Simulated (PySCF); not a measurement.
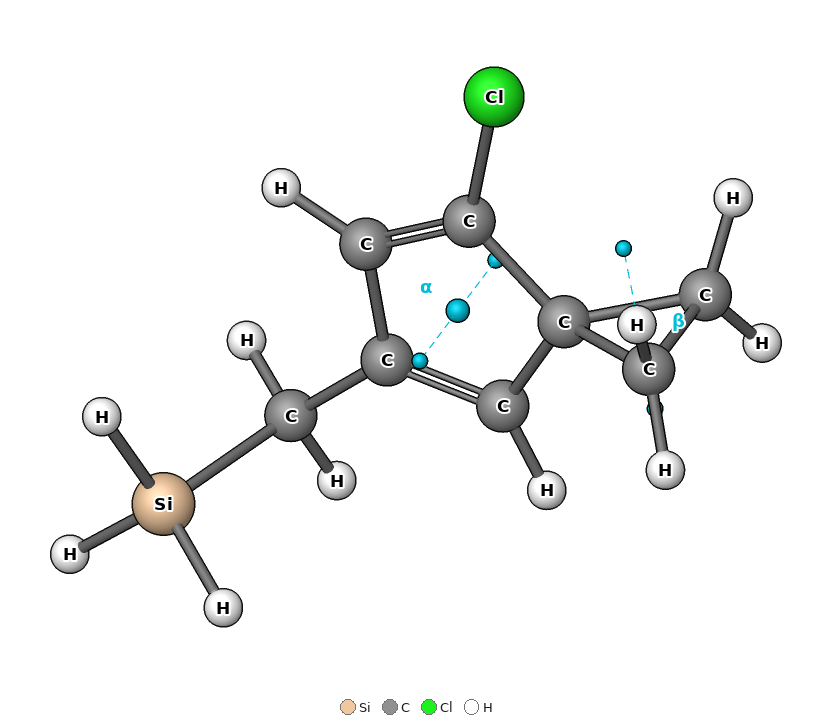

The small points mark where nucleus-independent chemical shifts (NICS) were computed: at the centre of each lettered ring and 1 Å above and below it. Computed geometry: GFN2-xTB optimisation. No frequency run is at hand to confirm it as a minimum. Method: GIAO PBE0/pcSseg-1 NMR shielding, non-relativistic, gas phase (PySCF 2.14.0).

Give NICS(0), NICS(1) and the out-of-plane component NICS(1)zz for each ring (means of the two sides).

```json
{"ring": "α", "members": "C5", "NICS(0)": "−3.9", "NICS(1)": "−5.1", "NICS(1)zz": "−9.6"}
{"ring": "β", "members": "C3", "NICS(0)": "−43.2", "NICS(1)": "−7.9", "NICS(1)zz": "−23.2"}
```

Values in ppm.

The geometry is semi-empirical. Around Si such bond lengths and angles can be off by a tenth of an ångström or more and by several degrees, and values that hang on the shape move with them.
